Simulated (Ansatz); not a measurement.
# Calculations on AlN2H6OF

Part 1: Relaxation

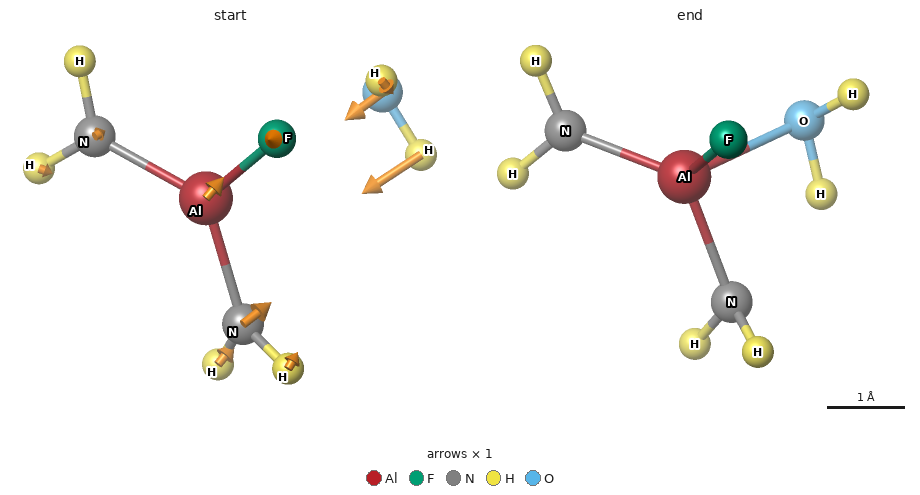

The structure of AlN2H6OF before (left) and after (right) a relaxation, at one scale. The orange arrows give the displacements, at their true length.

A ball-and-stick model, seen face on.

The run prepares an end point of a later path (reaction) calculation, from a guessed geometry.

These are results of RKS r2SCANh-D4/def2-SVP in Ansatz, not measurements. Settings: no spin polarisation; force threshold 0.03 eV/Å; at most 50 steps.

Question: Describe what moved and what it gained.

Answer: An H atom moves most after the best rigid fit: 0.94 Å. By element the largest moves are H 0.94 Å, O 0.65 Å, N 0.50 Å, Al 0.37 Å, F 0.31 Å. Near-neighbour distances that change, for instance: Al–H 3.155 → 2.132 Å, Al–O 2.964 → 1.997 Å, Al–N 1.767 → 1.833 Å, H–O 0.965 → 0.998 Å. New bonds form, among them: Al–O (2.96 → 2.00 Å). Bond angles that change, for instance: N–Al–N 125.6° → 120.2°, Al–N–H 124.2° → 119.3°, H–O–H 102.5° → 106.8°. The energy falls by 61.9 kJ/mol in 11 accepted moves (13 points after the start). The largest force component goes from 1 to 0.028 eV/Å. The line search rejected the trial steps at points 10, 12 of the run. Cost: 31 s on 4 threads of Arm Neoverse V2 (shared host), peak memory 0.24 GiB.

Part 2: Relaxation

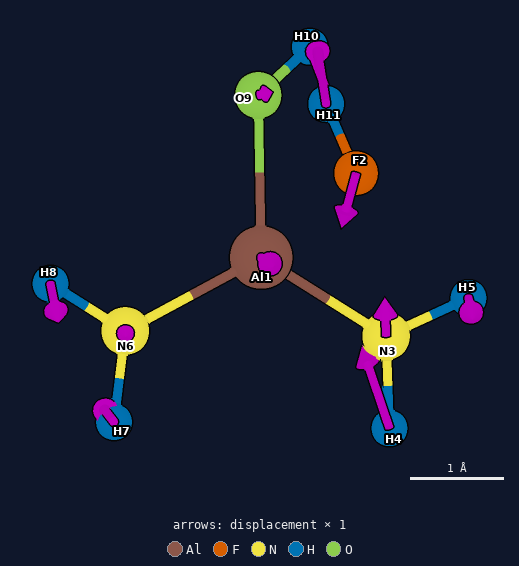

This is a relaxation of AlN2H6OF. The starting structure is drawn; purple arrows show the displacements, at their true length. The two geometries are superimposed by the best rigid fit.

A ball-and-stick model, seen at a tilt.

The run prepares an end point of a later path (reaction) calculation, from a guessed geometry.

Theory: RKS r2SCANh-D4/def2-SVP (Ansatz 0.2.0).

Input file:
```yaml
crystal:
  periodic: [false, false, false]
  atoms:
    - { symbol: Al, position_ang: [0.051204, 0.629267, -0.409707] }
    - { symbol: F, position_ang: [-0.146766, -0.135807, 2.363982] }
    - { symbol: "N", position_ang: [1.603123, -0.022221, -0.952092] }
    - { symbol: H, position_ang: [1.71196, -0.778045, -1.616531] }
    - { symbol: H, position_ang: [2.509474, 0.224793, -0.576367] }
    - { symbol: "N", position_ang: [-1.511886, 0.046615, -0.979919] }
    - { symbol: H, position_ang: [-1.697236, -0.835116, -1.438604] }
    - { symbol: H, position_ang: [-2.385706, 0.500931, -0.747476] }
    - { symbol: O, position_ang: [0.001486, 2.08045, 0.58176] }
    - { symbol: H, position_ang: [0.755072, 2.669704, 0.647551] }
    - { symbol: H, position_ang: [-0.249225, 0.78423, 2.338704] }
basis:
  gaussian: { orbitals: def2-SVP }
hamiltonian:
  xc: r2scanh
  dispersion: d4
relax:
  f_tol: 0.03
  max_steps: 50
output:
  orbitals: {}
```

Command:
```bash
ansatz run input.yaml --threads 4 --pin off --max-ram 5120MiB --backend cpu --events-out ev --progress --plain --runs-dir out
```

Question: Describe the change and its energy.

Answer: Over 27 accepted moves (29 points after the start) the energy falls by 127.4 kJ/mol. Largest force component: 0.79 eV/Å at the start, 0.026 eV/Å at the end. The line search rejected the trial steps at points 20, 23 of the run. The forces were under the threshold at step 21, but the run went on from there. H11 moves most after the best rigid fit: 1.47 Å. Largest moves by element: H 1.47 Å, Al 0.81 Å, F 0.69 Å, N 0.49 Å, O 0.21 Å. Among the contacts that change: F2–H11 0.926 → 2.534 Å, O9–H11 2.198 → 0.967 Å, Al1–F2 2.884 → 1.684 Å, Al1–O9 1.758 → 1.998 Å. New bonds form, among them: Al1–F2 (2.88 → 1.68 Å), O9–H11 (2.20 → 0.97 Å). Bonds break, among them: F2–H11 (0.93 → 2.53 Å). Bond angles that change, for instance: Al1–O9–H10 121.6° → 83.7°, N3–Al1–O9 120.1° → 85.4°, Al1–N3–H5 125.6° → 118.9°.

Part 3: Path

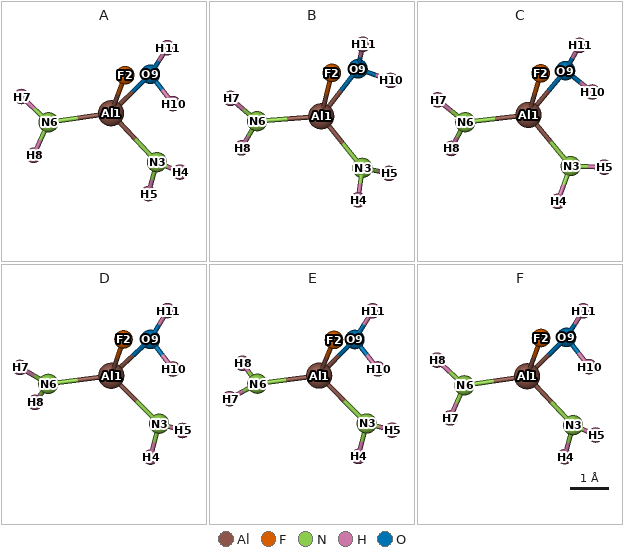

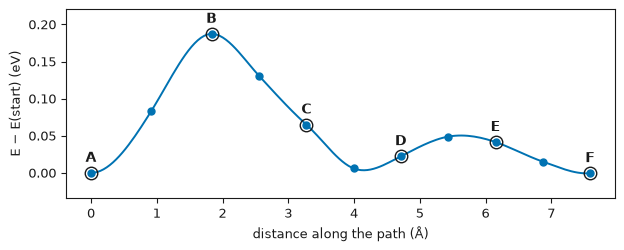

A search for the minimum-energy path of AlN$_{2}$H$_{6}$OF by the nudged elastic band. Images are numbered from 0 (start) to 10 (end). Frames A to F are images 0, 2, 4, 6, 8, 10. The picture is a ball-and-stick view, seen face on.

All numbers below come from Ansatz 0.2.0, RKS r2SCANh-D4/def2-SVP. Set-up: 9 movable images; climbing image; force threshold 0.05 eV/Å; iteration limit 60; starting path through a guess of the saddle point.

Q: Read off the barrier and say what moves.

A: The path has more than one stage, and so few images may leave a stage unresolved. No bond forms or breaks between the ends. Bond angles that change up to the highest image, for instance: Al1–O9–H10 83.7° → 112.7°, Al1–O9–H11 109.2° → 94.1°. The barrier is about 0.187 eV in both directions, with image 2 at the top; the ends have nearly the same energy. The profile has 2 maxima (images 2, 7) with a dip at image 5 (+0.006 eV), so the process runs in steps. The band converged in 27 iterations. The largest component of the band force went from 71 to 0.042 eV/Å. The climbing image converged on the top of the path. Its vibrational analysis gives one imaginary mode (263i cm⁻¹), as a transition state must have.

The run took 7.9 min on 4 threads of Arm Neoverse V2 (shared host), peak memory 0.25 GiB.
